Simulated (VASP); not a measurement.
Band structure of CuAu (L1_0). Level of theory: AM05 GGA, VASP's PBE PAW potentials (set 64) (plane waves; VASP).

Unless said otherwise, spin-orbit coupling is left out, though it shifts the bands of the heavy elements here.

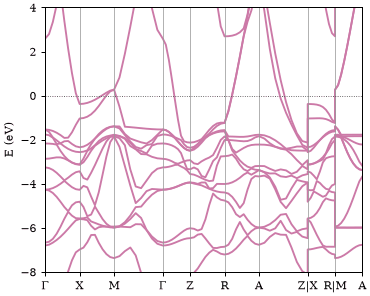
Figure. Bands along high-symmetry lines, zero at the valence-band maximum or, without a gap, the Fermi level

Question: Read the plot: is there a gap, and where are the band edges?

Answer: It has no gap at this level: it comes out as a metal or semimetal. (Edges off the drawn lines would not show.)

The compound is CuAu in the L1_0 structure. It was relaxed first.
